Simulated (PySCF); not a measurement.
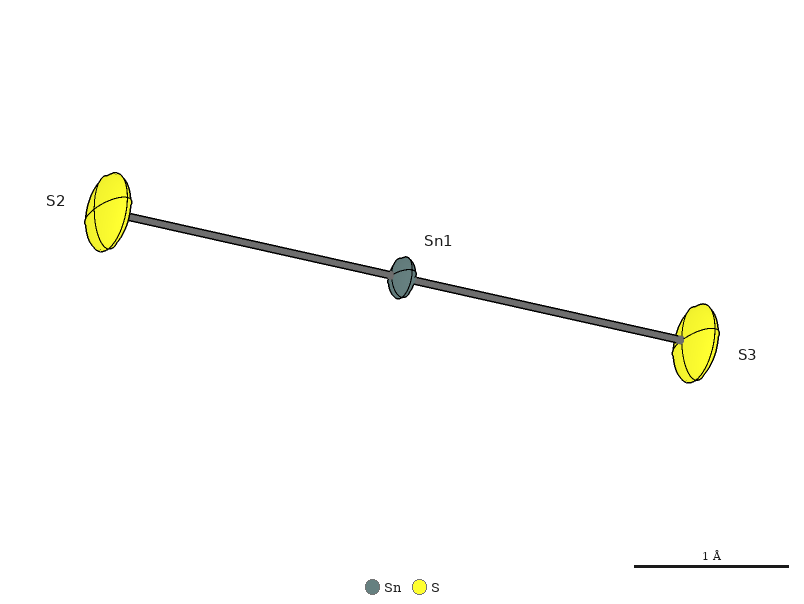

Displacement ellipsoids at the 50 % level, enlarged 2 times, from the internal vibrations of the free molecule (harmonic, no overall translation or rotation; no half-axis is drawn under 0.075 Å). Vibrations computed with RKS-based PBE0, Sn def2-TZVP with ECP28, S def2-TZVP; scalar-relativistic core potentials; density fitting (PySCF 2.14.0). Temperature: 298 K.

Give the displacement parameters, one line for each set of equivalent atoms.

```json
{"atom": "Sn1", "U_eq (Å²)": "0.0014", "rms amplitudes (Å)": "0.010, 0.045, 0.045"}
{"atom": "S2, S3", "U_eq (Å²)": "0.0051", "rms amplitudes (Å)": "0.033, 0.085, 0.085"}
```
